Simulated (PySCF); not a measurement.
Kr³⁺: atomic calculation

- system: Kr³⁺, configuration 1s2 2s2 2p6 3s2 3p6 3d10 4s2 4p3, multiplicity 4.
- method: unrestricted LDA, x2c-TZVPPall, spin-free X2C-1e, Gaussian nucleus (PySCF)

### Summary

```tsv
quantity	value
outcome	converged
total energy	−2783.4003 hartree
⟨S²⟩	3.750
SCF iterations	5
hardware	1 CPU thread, shared host
```

### Input file
```python
from pyscf import gto, scf, dft, mp, cc
import basis_set_exchange as bse
mol = gto.M(atom="Kr 0 0 0", charge=3, spin=3, symmetry="D2h",
            basis=gto.basis.parse(bse.get_basis("x2c-TZVPPall", elements=["Kr"], fmt="nwchem")),
            nucmod="G")
mf = dft.UKS(mol, xc="LDA,VWN").sfx2c1e()
mf.irrep_nelec = {'Ag': (6, 6), 'B1g': (1, 1), 'B2g': (1, 1), 'B3g': (1, 1), 'B1u': (3, 2), 'B2u': (3, 2), 'B3u': (3, 2)}
mf.kernel()
```

The script is an equivalent of what the driver set up; the driver started from orbitals of its own, so the log can be shorter than this script's would be, and it computed the properties (radii, ⟨L²⟩, response) afterwards. It held the occupations shell by shell, which the script's counts by irreducible representation don't always enforce.

### Output (extracts)
```
damping factor = 0
level_shift factor = 0
DIIS = <class 'pyscf.scf.diis.CDIIS'>
diis_start_cycle = 1
diis_space = 10
diis_damp = 0
SCF conv_tol = 1e-09
SCF conv_tol_grad = None
number electrons alpha = 18  beta = 15
XC functionals = LDA,VWN
    P. A. M. Dirac.,  Math. Proc. Cambridge Philos. Soc. 26, 376 (1930)
    F. Bloch.,  Z. Phys. 57, 545 (1929)
    S. H. Vosko, L. Wilk, and M. Nusair.,  Can. J. Phys. 58, 1200 (1980)
cycle= 1 E= -2783.39835293795  delta_E= -0.0122  |g|= 0.151  |ddm|= 0.177
cycle= 2 E= -2783.39922749583  delta_E= -0.000875  |g|= 0.108  |ddm|= 0.0794
cycle= 3 E= -2783.40032024301  delta_E= -0.00109  |g|= 0.00277  |ddm|= 0.0388
cycle= 4 E= -2783.40032162932  delta_E= -1.39e-06  |g|= 1.47e-05  |ddm|= 0.00265
cycle= 5 E= -2783.4003216294  delta_E= -7.46e-11  |g|= 2.48e-07  |ddm|= 2.18e-05
converged SCF energy = -2783.4003216294  <S^2> = 3.750211  2S+1 = 4.0001055
```

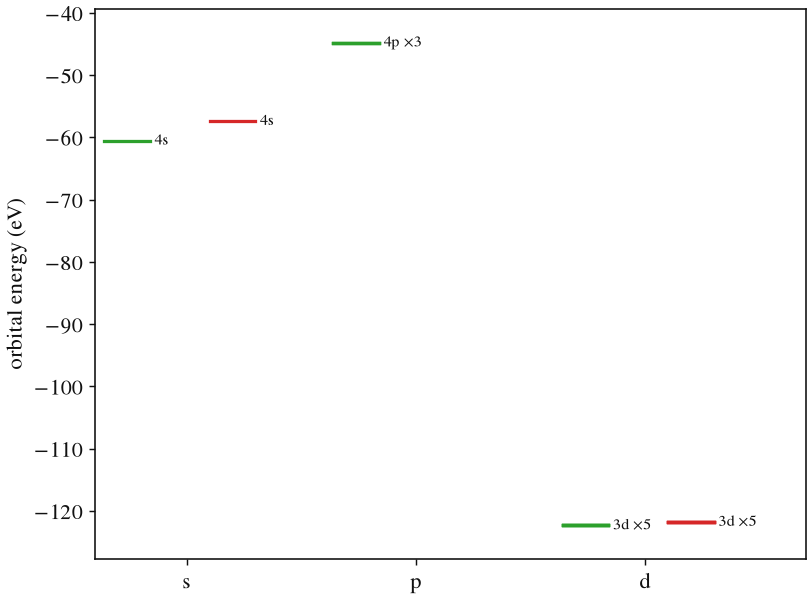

Orbital energies of the mean field, from the top down to −122.3 eV, by angular momentum, α spin at the left of each column and β at the right; ×n counts the orbitals under one label. The highest filled orbital is 4p α at −44.8 eV, the lowest empty one p β at −41.7 eV.
